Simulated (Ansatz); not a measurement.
# Amorphous Si: valence band and core levels, part 5 of 6

How wide do site differences make the core lines of amorphous Si?

Ansatz 0.2.0; DFT, LDA, plane-wave PAW, default files, scalar-relativistic.

So far. Step 5 (Dynamics at 300 K): Beyond half the shortest lattice vector, 4.2 Å, g(r) counts periodic images.

### 6. Relaxing the atoms

The quenched cell is relaxed to a local minimum.

File input.yaml:

```yaml
crystal:
  lattice:
    - [8.4978037057, 0.0, 0.0]
    - [0.0, 8.4978037057, 0.0]
    - [0.0, 0.0, 8.4978037057]
  atoms:
    - { symbol: Si, position: [0.540369291, 0.2841875443, 0.5958556567] }
    - { symbol: Si, position: [0.0849060402, 0.5654921633, 0.5377379003] }
    - { symbol: Si, position: [0.3511957566, 0.1162468035, 0.2413994067] }
    - { symbol: Si, position: [0.680659321, 0.7054237919, 0.0259195865] }
    - { symbol: Si, position: [0.6972082354, 0.8065182832, 0.3664857905] }
    - { symbol: Si, position: [0.7098690416, 1.1097389956, 0.4275964113] }
    - { symbol: Si, position: [0.8383835408, 0.5590463144, 0.3683813696] }
    - { symbol: Si, position: [0.5782119321, 1.0916845074, 0.0779811019] }
    - { symbol: Si, position: [0.6298902847, 0.3151749974, -0.1072309831] }
    - { symbol: Si, position: [0.250559633, 0.7985564847, 0.5630775206] }
    - { symbol: Si, position: [0.8617947194, 0.8259734327, 0.6128026202] }
    - { symbol: Si, position: [0.4267587496, 0.5495569218, 0.5144550301] }
    - { symbol: Si, position: [0.6065002255, 0.641965667, 0.7387054051] }
    - { symbol: Si, position: [0.5580160601, 0.5601972634, 0.2676386511] }
    - { symbol: Si, position: [0.5853548269, 0.9070594319, 0.6318268948] }
    - { symbol: Si, position: [0.3748651231, 0.0743377096, 0.5438659157] }
    - { symbol: Si, position: [0.1875848232, 0.289134418, 0.5749636789] }
    - { symbol: Si, position: [-0.0220737884, 0.3599902098, 0.2008337375] }
    - { symbol: Si, position: [0.7095346629, 1.3148095051, 0.2491783074] }
    - { symbol: Si, position: [0.3570055892, 0.468695526, -0.2215332283] }
    - { symbol: Si, position: [0.8337884214, 0.1746034288, 0.6665830768] }
    - { symbol: Si, position: [1.0594156213, 0.0880844847, 0.2496698074] }
    - { symbol: Si, position: [0.7421874748, 0.9522077863, -0.1449574348] }
    - { symbol: Si, position: [1.0641025296, 1.019613969, 0.5293978085] }
    - { symbol: Si, position: [1.0243161341, 0.4399331072, 0.783028131] }
    - { symbol: Si, position: [0.2574401418, 0.4059251359, 0.3001058695] }
    - { symbol: Si, position: [0.7895773873, 0.4528240614, 0.6202494795] }
    - { symbol: Si, position: [0.7982204688, 0.9536204694, 0.1459718897] }
    - { symbol: Si, position: [0.8403331775, 0.4856216719, -0.0013177667] }
    - { symbol: Si, position: [0.4141467103, 0.403556212, 0.0795781542] }
kpoints:
  mp_grid: { grid: [2, 2, 2] }
scf:
  occupations: { method: fermi_dirac, width: 0.03 }
  n_extra_bands: 23
hamiltonian:
  xc: lda
  pseudopotentials: { kind: paw }
output:
  forces: true
relax:
  f_tol: 0.05
  max_steps: 60
```

On the command line:

```sh
$ ansatz run input.yaml --threads 4 --pin off --max-ram 8192MiB --backend cpu --events-out ev --progress --plain --runs-dir out
```

Numbers of over 12 decimals in the logs are rounded to 6 here.

What it wrote:

```text
[...]
Crystal: 30 atoms, lattice volume = 613.649 Å³
Basis set: ecut = 420 eV, 11981 PW (Γ)
Bands: 83, of which v1, the nominal top of the filled ones, is band 60 counted from 1 (59 counted from 0)
Symmetry: 1 space group operations
[...]
k-points: 8
[...]
- { symbol: Si, position: [0.681963, 0.859405, 0.407374] }
    - { symbol: Si, position: [0.685455, 1.135774, 0.484678] }
    - { symbol: Si, position: [0.866457, 0.585797, 0.367896] }
    - { symbol: Si, position: [0.573221, 1.091804, 0.120996] }
[...]
- { symbol: Si, position: [0.757048, 0.487254, 0.604883] }
    - { symbol: Si, position: [0.802507, 0.931529, 0.087628] }
    - { symbol: Si, position: [0.858646, 0.423958, -0.022438] }
    - { symbol: Si, position: [0.419707, 0.433520, 0.040082] }
[key lines of the parts left out:]
SCF converged after 6 iterations
Free energy (F): -18246.684625 eV
Fermi energy:    5.880379 eV
```

Elapsed: 74 s, on 4 threads of Intel Xeon at 2.80GHz (Skylake/Cascade Lake), shared host; peak memory 1.6 GiB; 4.4 min of CPU time.

Relaxation path:

| step | energy less that of the first step (eV) | largest force component (eV/Å) |
| --- | --- | --- |
| 1 | 0.0000 | 1.1817 |
| 2 | -1.4445 | 0.8195 |
| 3 | -2.5774 | 0.5947 |
| 4 | -3.1410 | 0.5115 |
| 5 | -3.6126 | 0.5406 |
| 6 | -3.8973 | 0.5182 |
| 7 | -4.1144 | 0.3365 |
| 8 | -4.4006 | 0.4200 |
| 9 | -4.6719 | 0.4717 |
| 10 | -4.8559 | 0.2634 |
| 11 | -4.9415 | 0.2422 |
| 12 | -5.0006 | 0.2654 |
| 13 | -5.0509 | 0.1085 |
| 14 | -5.0719 | 0.0820 |
| 15 | -5.0807 | 0.0516 |
| 16 | -5.0850 | 0.0532 |
| 17 | -5.0875 | 0.0371 |

The atoms that moved most (Å):

| atom | dx | dy | dz | length |
| --- | --- | --- | --- | --- |
| Si12 | -0.382 | -0.364 | -0.766 | 0.930 |
| Si17 | 0.652 | 0.435 | 0.421 | 0.890 |
| Si10 | 0.427 | -0.731 | 0.213 | 0.873 |
| Si2 | -0.379 | 0.600 | 0.359 | 0.796 |
| Si26 | -0.083 | -0.429 | -0.524 | 0.682 |
| Si23 | 0.086 | 0.551 | -0.298 | 0.633 |
| Si20 | 0.165 | 0.574 | 0.135 | 0.612 |
| Si4 | 0.519 | -0.317 | 0.055 | 0.610 |

This step gave:

```yaml
free_energy: -18246.6846 eV
energy_at_zero_smearing: -18246.6772 eV
smearing_term_ts: 0.01484 eV
fermi_energy: 5.880 eV
gap_by_band_count: 0.1157 eV
```

The relaxation ends 170 meV an atom lower, with a largest force component of 0.037 eV/Å.

### 7. Valence states

The base run gives the projected DOS, from which the spectra are built.

File input.yaml:

```yaml
crystal:
  lattice:
    - [8.4978037057, 0.0, 0.0]
    - [0.0, 8.4978037057, 0.0]
    - [0.0, 0.0, 8.4978037057]
  atoms:
    - { symbol: Si, position: [0.5476823625, 0.3151053408, 0.6417486192] }
    - { symbol: Si, position: [0.0403293402, 0.6361346767, 0.5800162804] }
    - { symbol: Si, position: [0.3245696438, 0.088080425, 0.2673246525] }
    - { symbol: Si, position: [0.7416922012, 0.6681585242, 0.0323924822] }
    - { symbol: Si, position: [0.6819628178, 0.8594045879, 0.4073743063] }
    - { symbol: Si, position: [0.6854554683, 1.1357739826, 0.4846784215] }
    - { symbol: Si, position: [0.866457041, 0.5857973514, 0.3678956304] }
    - { symbol: Si, position: [0.5732214307, 1.0918040915, 0.1209958888] }
    - { symbol: Si, position: [0.6197091188, 0.2776080546, -0.0878267449] }
    - { symbol: Si, position: [0.3007968365, 0.71251071, 0.5881885925] }
    - { symbol: Si, position: [0.8680748218, 0.8418987336, 0.6157797121] }
    - { symbol: Si, position: [0.3817589589, 0.5066964596, 0.424356018] }
    - { symbol: Si, position: [0.623830119, 0.6611038729, 0.7793270246] }
    - { symbol: Si, position: [0.5870091885, 0.5555046452, 0.234521606] }
    - { symbol: Si, position: [0.5365663459, 0.8946268253, 0.6472038716] }
    - { symbol: Si, position: [0.3230134156, 0.0626924679, 0.5503329573] }
    - { symbol: Si, position: [0.2642592952, 0.3403704141, 0.6245636574] }
    - { symbol: Si, position: [-0.0300828531, 0.3379314633, 0.2129344588] }
    - { symbol: Si, position: [0.6924350325, 1.297876106, 0.2696003507] }
    - { symbol: Si, position: [0.3764168066, 0.5362117133, -0.2056903726] }
    - { symbol: Si, position: [0.9031875717, 0.178377715, 0.6491125067] }
    - { symbol: Si, position: [1.028825522, 0.0616445733, 0.2246159084] }
    - { symbol: Si, position: [0.7523540658, 1.0170688237, -0.1800807787] }
    - { symbol: Si, position: [1.0558738628, 1.0097783134, 0.4970100996] }
    - { symbol: Si, position: [0.9991123218, 0.4159485651, 0.743258799] }
    - { symbol: Si, position: [0.2477035961, 0.3554122539, 0.238460832] }
    - { symbol: Si, position: [0.757047832, 0.4872539301, 0.6048828682] }
    - { symbol: Si, position: [0.8025066484, 0.931528596, 0.0876278192] }
    - { symbol: Si, position: [0.858646184, 0.4239575535, -0.0224377801] }
    - { symbol: Si, position: [0.4197071385, 0.4335195276, 0.0400821014] }
kpoints:
  mp_grid: { grid: [2, 2, 2] }
scf:
  occupations: { method: fermi_dirac, width: 0.03 }
  n_extra_bands: 30
hamiltonian:
  xc: lda
  pseudopotentials: { kind: paw }
output:
  forces: true
  stress: true
  efg: { contact_densities: true }
  dos:
    projected:
      site_lists:
        Si: [0, 1, 2, 3, 4, 5, 6, 7, 8, 9, 10, 11, 12, 13, 14, 15, 16, 17, 18, 19, 20, 21, 22, 23, 24, 25, 26, 27, 28, 29]
    de: 0.05
    e_range: [-30, 12]
    method: { smearing: { sigma: 0.15, scheme: gaussian } }
  write_density: true
  write_potential: true
  elf: true
  volumetric_format: npy
```

What it wrote:

```text
[...]
Crystal: 30 atoms, lattice volume = 613.649 Å³
Basis set: ecut = 420 eV, 11981 PW (Γ)
Bands: 90, of which v1, the nominal top of the filled ones, is band 60 counted from 1 (59 counted from 0)
Symmetry: 1 space group operations
[...]
k-points: 8
[...]
SCF iter   1: F=—  HF=-18246.764997 eV  |F-HF|=—  |Δ(HF+E_count)|=         —  Δρ=4.92e-3  dr2=3.20e-1  ethr=1.77e-3  ⟨swp⟩=8.1  Hψ=4026  notcnv=0  defer=52
[...]
SCF iter   7: F=-18246.684625 eV  HF=-18246.684625 eV  |F-HF|=7.37e-9  |Δ(HF+E_count)|=   3.79e-8  Δρ=2.99e-6  dr2=6.77e-8  ethr=8.33e-11  ⟨swp⟩=22.1  Hψ=7117  notcnv=0
SCF 1 converged in 7 iterations: F = -18246.684625 eV  dr2 = 6.77e-8
[...]
SCF converged after 7 iterations
Free energy (F): -18246.684625 eV
[...]
Internal energy: -18246.669780 eV  (E = F + TS)
E sigma→0 (E₀):  -18246.677203 eV
Entropy (-TS):   -0.014844 eV (-0.495 meV/atom)
Fermi energy:    5.880385 eV
[...]
--- Forces (eV/Å), atoms counted from 1 ---
  atom   1  Si    -0.00495271    -0.01059191     0.00065378
  atom   2  Si    -0.01644751     0.00082349    -0.00390714
  atom   3  Si     0.01058216     0.00331280    -0.01554197
  atom   4  Si     0.00003795    -0.00075287     0.01494743
  atom   5  Si     0.00545744    -0.00073885    -0.00781751
  atom   6  Si    -0.00417591     0.00849862    -0.00264667
  atom   7  Si     0.01061010    -0.01070767    -0.00369954
  atom   8  Si     0.00058511     0.00032703    -0.00797474
  atom   9  Si    -0.00122991     0.00039962     0.00836153
  atom  10  Si    -0.00604966    -0.00932583    -0.00209346
  atom  11  Si    -0.00197240    -0.01037604     0.00084913
  atom  12  Si     0.00208734    -0.00126788    -0.01550076
  atom  13  Si    -0.01493054     0.00780247    -0.00483645
  atom  14  Si    -0.00858715    -0.01257056     0.00774555
  atom  15  Si     0.03291218     0.02342188     0.00876225
  atom  16  Si     0.00678545    -0.02130942    -0.01196559
  atom  17  Si     0.02797799     0.03712953    -0.00724949
  atom  18  Si    -0.00448710    -0.00862887     0.00384276
  atom  19  Si    -0.00337723     0.00731595     0.00759711
  atom  20  Si    -0.00641887     0.00104933    -0.00327992
  atom  21  Si     0.01468963     0.01709064     0.00915422
  atom  22  Si     0.00886544     0.00820732     0.00323167
  atom  23  Si    -0.00614151    -0.01973171    -0.02065920
  atom  24  Si     0.00304589     0.00937239     0.00483571
  atom  25  Si    -0.00796458    -0.00892567     0.00339725
  atom  26  Si     0.00486132     0.01519268     0.01322082
  atom  27  Si    -0.00913056    -0.01088946    -0.00452922
  atom  28  Si    -0.00951472    -0.00952871     0.02369744
  atom  29  Si    -0.00798489    -0.00475850    -0.00081127
  atom  30  Si    -0.01506868     0.00019686     0.00228769
  max |Σ_I F_I| component: 7.14e-5 eV/Å
--- Stress (GPa, compression-positive) ---
       -0.198108       1.001088      -0.423431
        1.001088      -0.663409      -0.770679
       -0.423431      -0.770679       0.752230
  P = ⅓ Tr σ = -0.0364 GPa (-0.364 kbar)
--- PAW observables at the nuclei: V_zz in 10²¹ V/m², potentials from the cell's mean, atoms counted from 1 ---
  atom   1  Si V_zz =    +1.376234   η = 0.8924   by run symmetry: allowed
            electrostatic potential = -1358.250401 V   contact ρ = 12695.233362 e/Å³
  atom   2  Si V_zz =    -2.628177   η = 0.7108   by run symmetry: allowed
            electrostatic potential = -1358.450619 V   contact ρ = 12695.376229 e/Å³
  atom   3  Si V_zz =    -1.724714   η = 0.5988   by run symmetry: allowed
            electrostatic potential = -1357.708814 V   contact ρ = 12696.235233 e/Å³
  atom   4  Si V_zz =    -2.452730   η = 0.4578   by run symmetry: allowed
            electrostatic potential = -1358.239586 V   contact ρ = 12694.062111 e/Å³
  atom   5  Si V_zz =    -1.856243   η = 0.7351   by run symmetry: allowed
            electrostatic potential = -1358.303029 V   contact ρ = 12698.598111 e/Å³
  atom   6  Si V_zz =    +1.986369   η = 0.3434   by run symmetry: allowed
            electrostatic potential = -1358.510258 V   contact ρ = 12695.111495 e/Å³
  atom   7  Si V_zz =    +4.927423   η = 0.3994   by run symmetry: allowed
            electrostatic potential = -1358.063516 V   contact ρ = 12699.339911 e/Å³
  atom   8  Si V_zz =    +2.281736   η = 0.7695   by run symmetry: allowed
            electrostatic potential = -1357.987110 V   contact ρ = 12696.329590 e/Å³
  atom   9  Si V_zz =    -1.145852   η = 0.5374   by run symmetry: allowed
            electrostatic potential = -1358.189267 V   contact ρ = 12694.371687 e/Å³
  atom  10  Si V_zz =    +2.815383   η = 0.7322   by run symmetry: allowed
            electrostatic potential = -1358.317176 V   contact ρ = 12697.248376 e/Å³
  atom  11  Si V_zz =    -2.773722   η = 0.8343   by run symmetry: allowed
            electrostatic potential = -1358.303519 V   contact ρ = 12695.606522 e/Å³
  atom  12  Si V_zz =    +3.435240   η = 0.9032   by run symmetry: allowed
            electrostatic potential = -1358.106919 V   contact ρ = 12695.689933 e/Å³
  atom  13  Si V_zz =    -1.676228   η = 0.8631   by run symmetry: allowed
            electrostatic potential = -1358.442327 V   contact ρ = 12695.914520 e/Å³
  atom  14  Si V_zz =    -2.460277   η = 0.2543   by run symmetry: allowed
            electrostatic potential = -1358.133512 V   contact ρ = 12694.466287 e/Å³
  atom  15  Si V_zz =    +2.938390   η = 0.4506   by run symmetry: allowed
            electrostatic potential = -1357.804154 V   contact ρ = 12695.699605 e/Å³
  atom  16  Si V_zz =    +3.418309   η = 0.6057   by run symmetry: allowed
            electrostatic potential = -1357.784816 V   contact ρ = 12696.694662 e/Å³
  atom  17  Si V_zz =    -1.694433   η = 0.9113   by run symmetry: allowed
            electrostatic potential = -1357.978221 V   contact ρ = 12698.770249 e/Å³
  atom  18  Si V_zz =    -1.242088   η = 0.9856   by run symmetry: allowed
            electrostatic potential = -1358.189018 V   contact ρ = 12692.888934 e/Å³
  atom  19  Si V_zz =    +4.021187   η = 0.9111   by run symmetry: allowed
            electrostatic potential = -1358.200529 V   contact ρ = 12695.889007 e/Å³
  atom  20  Si V_zz =    +5.085118   η = 0.3073   by run symmetry: allowed
            electrostatic potential = -1358.286999 V   contact ρ = 12695.291111 e/Å³
  atom  21  Si V_zz =    +3.038771   η = 0.4697   by run symmetry: allowed
            electrostatic potential = -1358.456958 V   contact ρ = 12694.485728 e/Å³
  atom  22  Si V_zz =    -2.403410   η = 0.6790   by run symmetry: allowed
            electrostatic potential = -1357.787524 V   contact ρ = 12696.639860 e/Å³
  atom  23  Si V_zz =    +2.627675   η = 0.6743   by run symmetry: allowed
            electrostatic potential = -1357.927924 V   contact ρ = 12696.354946 e/Å³
  atom  24  Si V_zz =    +1.573193   η = 0.7244   by run symmetry: allowed
            electrostatic potential = -1358.446973 V   contact ρ = 12694.576329 e/Å³
  atom  25  Si V_zz =    +2.102842   η = 0.8656   by run symmetry: allowed
            electrostatic potential = -1358.326818 V   contact ρ = 12693.942511 e/Å³
  atom  26  Si V_zz =    +0.763786   η = 0.5622   by run symmetry: allowed
            electrostatic potential = -1358.264950 V   contact ρ = 12694.838567 e/Å³
  atom  27  Si V_zz =    +3.208942   η = 0.7788   by run symmetry: allowed
            electrostatic potential = -1358.314583 V   contact ρ = 12695.296287 e/Å³
  atom  28  Si V_zz =    -1.873713   η = 0.9892   by run symmetry: allowed
            electrostatic potential = -1357.787881 V   contact ρ = 12694.791031 e/Å³
  atom  29  Si V_zz =    +1.423027   η = 0.9019   by run symmetry: allowed
            electrostatic potential = -1358.277472 V   contact ρ = 12694.313258 e/Å³
  atom  30  Si V_zz =    +3.324735   η = 0.9612   by run symmetry: allowed
            electrostatic potential = -1358.348847 V   contact ρ = 12695.163265 e/Å³
--- Band table (eV; the first three rows and the last of 8) ---
  k-point 0: bands = [... 56 lower, 4.8236, 4.9899, 5.2581, 5.4673, 5.9311, 6.2138, 6.3600, 6.6337, ... 26 higher]
  k-point 1: bands = [... 56 lower, 5.2110, 5.3665, 5.4732, 5.7224, 5.9929, 6.2401, 6.4384, 6.8046, ... 26 higher]
  k-point 2: bands = [... 56 lower, 5.3387, 5.3965, 5.6838, 5.8119, 6.0150, 6.3273, 6.4567, 6.6781, ... 26 higher]
  k-point 7: bands = [... 56 lower, 5.3754, 5.4866, 5.6415, 5.7880, 6.2416, 6.5172, 6.6045, 6.8708, ... 26 higher]
```

Wall time 12 s (4 threads); peak memory 1.6 GiB.

A gap read on the k-mesh alone can miss the band edges.

This step gave:

- pressure: -0.03643 GPa
- gap on the k-mesh: 0.1157 eV
- zero of energy: valence-band maximum
- share of occupied states in no projected shell: 0.0145 of the occupied states in the window

The DOS has structure finer than the step of the table below, so its rows give means over 1 eV, whole bins alone (the curve runs from -14.8 to 3.64 eV). Peaks (eV: height): total -8.4: 11.4, -2.9: 16.3, -2.2: 15.9, -1.1: 17.0, 1.9: 18.9, 2.4: 17.7, 3.5: 21.3; Si 3p -6.5: 5.27, -2.8: 14.0, -2.2: 13.8, -1.1: 14.6, 1.9: 12.5, 2.4: 11.6, 3.5: 13.2; Si 3s -12.0: 4.96, -10.8: 4.76, -10.3: 5.41, -8.4: 6.64, -6.5: 4.95, -5.3: 3.80, 1.9: 3.61.

The DOS by E, zero at the valence-band maximum; means over each step; values in states/eV/cell:

| E (eV) | total | Si 3p | Si 3s |
| --- | --- | --- | --- |
| -14 | 0 | 0 | 0 |
| -13 | 0.940 | 0.163 | 0.772 |
| -12 | 4.14 | 1.26 | 2.85 |
| -11 | 5.50 | 2.09 | 3.38 |
| -10 | 6.69 | 2.62 | 4.03 |
| -9 | 7.64 | 3.19 | 4.40 |
| -8 | 8.84 | 3.77 | 5.02 |
| -7 | 7.84 | 3.76 | 4.02 |
| -6 | 7.54 | 4.40 | 3.08 |
| -5 | 9.78 | 6.79 | 2.88 |
| -4 | 12.4 | 10.00 | 2.24 |
| -3 | 14.6 | 12.4 | 1.92 |
| -2 | 12.9 | 11.1 | 1.47 |
| -1 | 14.8 | 12.6 | 1.72 |
| 0 | 9.39 | 7.45 | 1.49 |
| 1 | 11.7 | 8.00 | 2.57 |
| 2 | 16.2 | 10.6 | 3.03 |
| 3 | 16.3 | 10.4 | 2.51 |

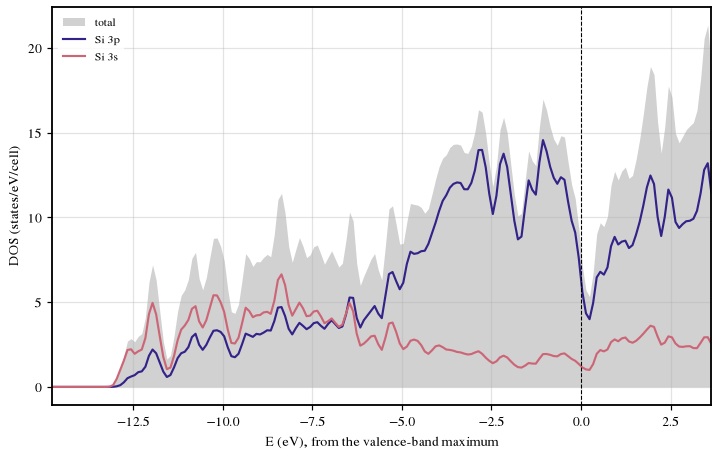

DOS, plotted against E.

This run's widths, added to any smearing of the DOS itself: Gaussian 0.15 eV, Lorentzian 0.1 eV plus 0.05 an eV of depth. The intensity by binding energy, zero at the valence-band maximum; values in % of the maximum within 13 eV:

| binding energy (eV) | 21.2 eV | 40.8 eV | 250 eV | 1486.7 eV | 9251.7 eV |
| --- | --- | --- | --- | --- | --- |
| 0 | 40.7 | 41.2 | 41.5 | 34.9 | 22.8 |
| 2 | 87.3 | 87.3 | 87.3 | 68.5 | 41.0 |
| 4 | 78.0 | 80.4 | 81.9 | 75.0 | 53.9 |
| 6 | 45.1 | 51.1 | 54.7 | 69.1 | 63.4 |
| 8 | 46.8 | 56.8 | 62.9 | 93.5 | 93.2 |
| 10 | 36.1 | 45.7 | 51.0 | 78.3 | 79.2 |
| 12 | - | 27.8 | 31.5 | 51.5 | 53.4 |
| 14 | - | 2.63 | 2.96 | 4.70 | 4.82 |

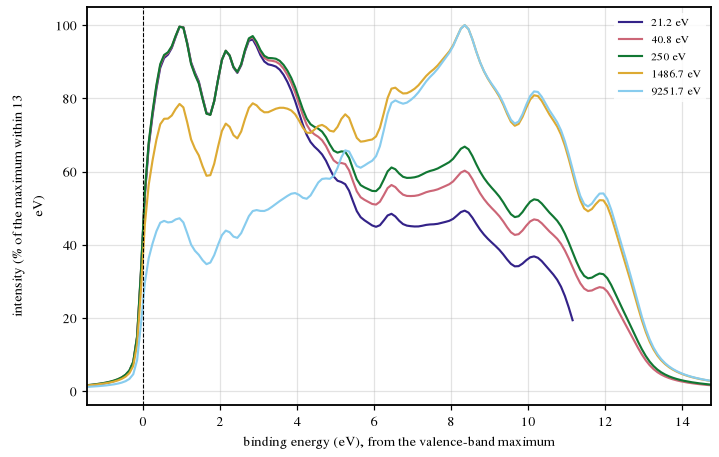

Intensity against binding energy.

Maxima picked by a test of local sharpness, so broad peaks and shoulders can be missing; peaks within 0.45 eV of a curve's cut are left out. Valence peaks, by row:

| photon energy (eV) | binding energy (eV) | height (% of the maximum within 13 eV) | main shell | its share (%) |
| --- | --- | --- | --- | --- |
| 21.2 | 10.14 | 36.83 | Si 3s | 52.09 |
| 21.2 | 8.335 | 49.32 | Si 3p | 51.15 |
| 21.2 | 6.435 | 48.5 | Si 3p | 61.56 |
| 21.2 | 2.835 | 96.34 | Si 3p | 89.85 |
| 21.2 | 2.185 | 93.08 | Si 3p | 90.78 |
| 21.2 | 1.035 | 100 | Si 3p | 90.93 |
| 40.8 | 11.89 | 28.46 | Si 3s | 69.5 |
| 40.8 | 10.19 | 46.96 | Si 3s | 63.39 |
| 40.8 | 8.335 | 60.24 | Si 3s | 60.03 |
| 40.8 | 6.485 | 56.33 | Si 3s | 50.11 |
| 40.8 | 2.835 | 96.88 | Si 3p | 84.91 |
| 40.8 | 2.185 | 93.12 | Si 3p | 86.23 |
| 40.8 | 0.9851 | 100 | Si 3p | 86.24 |
| 250 | 11.89 | 32.2 | Si 3s | 73.92 |
| 250 | 10.19 | 52.46 | Si 3s | 68.29 |
| 250 | 8.335 | 66.81 | Si 3s | 65.13 |
| 250 | 6.485 | 61.16 | Si 3s | 55.54 |
| 250 | 5.185 | 65.59 | Si 3p | 59.16 |
| 250 | 2.835 | 97.18 | Si 3p | 81.9 |
| 250 | 2.185 | 93.13 | Si 3p | 83.44 |
| 250 | 0.9851 | 100 | Si 3p | 83.44 |
| 1487 | 11.89 | 52.33 | Si 3s | 91.27 |
| 1487 | 10.19 | 80.95 | Si 3s | 88.82 |
| 1487 | 8.335 | 100 | Si 3s | 87.33 |
| 1487 | 6.535 | 83.06 | Si 3s | 82.48 |
| 1487 | 5.285 | 75.69 | Si 3s | 72.91 |
| 1487 | 4.635 | 72.77 | Si 3s | 64.22 |
| 1487 | 3.585 | 77.45 | Si 3s | 50.46 |
| 1487 | 2.885 | 78.69 | Si 3p | 54.62 |
| 1487 | 2.185 | 73.22 | Si 3p | 57.72 |
| 1487 | 0.9851 | 78.61 | Si 3p | 57.73 |
| 9252 | 11.94 | 54.2 | Si 3s | 98.13 |
| 9252 | 10.19 | 82.02 | Si 3s | 97.52 |
| 9252 | 8.335 | 100 | Si 3s | 97.15 |
| 9252 | 6.535 | 79.48 | Si 3s | 95.88 |
| 9252 | 5.285 | 66.01 | Si 3s | 93.01 |
| 9252 | 3.935 | 54.15 | Si 3s | 85.77 |
| 9252 | 2.185 | 43.95 | Si 3s | 78.36 |
| 9252 | 0.9351 | 47.28 | Si 3s | 78.63 |
| 9252 | 0.5351 | 46.59 | Si 3s | 80.34 |

[end of part 5 of 6]

[Logs are printed without paths, hosts, clocks, repeated set-up lines and the standing remarks that a program may print on its own settings, such as how far it seeks lower states.]

[Hosts, paths, dates, database ids (printed as entryN), source tags and the programs' standing remarks are cut or masked in the printed files.]

[Maps of the electrostatic potential energy from Ansatz leave out the sawtooth potential of an applied field or a dipole correction, so their vacuum need not be flat; work functions include it.]
